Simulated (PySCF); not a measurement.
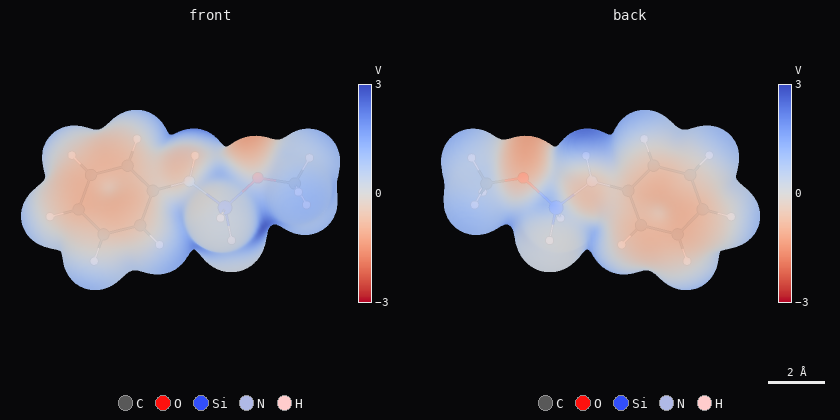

The picture shows: C7H11NOSi (SMILES CO[SiH2]Nc1ccccc1). The molecular electrostatic potential painted on the density surface at 0.004 e/bohr³, seen from the front and from behind; the colour scale runs from red (negative) to blue (positive).

Geometry: GFN2-xTB.

These are results of PBE0/pcSseg-1, SCF density, gas phase, non-relativistic in PySCF 2.14.0, not measurements.

```yaml
atoms:
  - { symbol: C, position_ang: [-4.3142, -0.2568, 0.0856] }
  - { symbol: O, position_ang: [-2.9595, -0.4738, 0.3109] }
  - { symbol: Si, position_ang: [-1.7386, 0.4203, -0.2751] }
  - { symbol: N, position_ang: [-0.4291, -0.4663, 0.3932] }
  - { symbol: C, position_ang: [0.9173, -0.2251, 0.2641] }
  - { symbol: C, position_ang: [1.8462, -1.0787, 0.8626] }
  - { symbol: C, position_ang: [3.2018, -0.8491, 0.7342] }
  - { symbol: C, position_ang: [3.6624, 0.2368, 0.0091] }
  - { symbol: C, position_ang: [2.7478, 1.0912, -0.5849] }
  - { symbol: C, position_ang: [1.3907, 0.8666, -0.4622] }
  - { symbol: H, position_ang: [-4.6079, 0.7494, 0.3937] }
  - { symbol: H, position_ang: [-4.5557, -0.3757, -0.9734] }
  - { symbol: H, position_ang: [-4.8781, -0.9881, 0.6659] }
  - { symbol: H, position_ang: [-1.7335, 0.4183, -1.7433] }
  - { symbol: H, position_ang: [-1.8059, 1.7986, 0.2269] }
  - { symbol: H, position_ang: [-0.6465, -1.2867, 0.9407] }
  - { symbol: H, position_ang: [1.4922, -1.9293, 1.4295] }
  - { symbol: H, position_ang: [3.9034, -1.5239, 1.2030] }
  - { symbol: H, position_ang: [4.7220, 0.4155, -0.0931] }
  - { symbol: H, position_ang: [3.0958, 1.9427, -1.1515] }
  - { symbol: H, position_ang: [0.6806, 1.5311, -0.9270] }
```

Q: Which sites attract a positive test charge, and which a negative one?

A: A positive charge is drawn to the negative regions and a negative charge to the positive ones. The most negative region (about −1.1 V) lies over O2, the most positive (about +2.3 V) over Si3 and H16. O2 is the likeliest acceptor of a hydrogen bond.
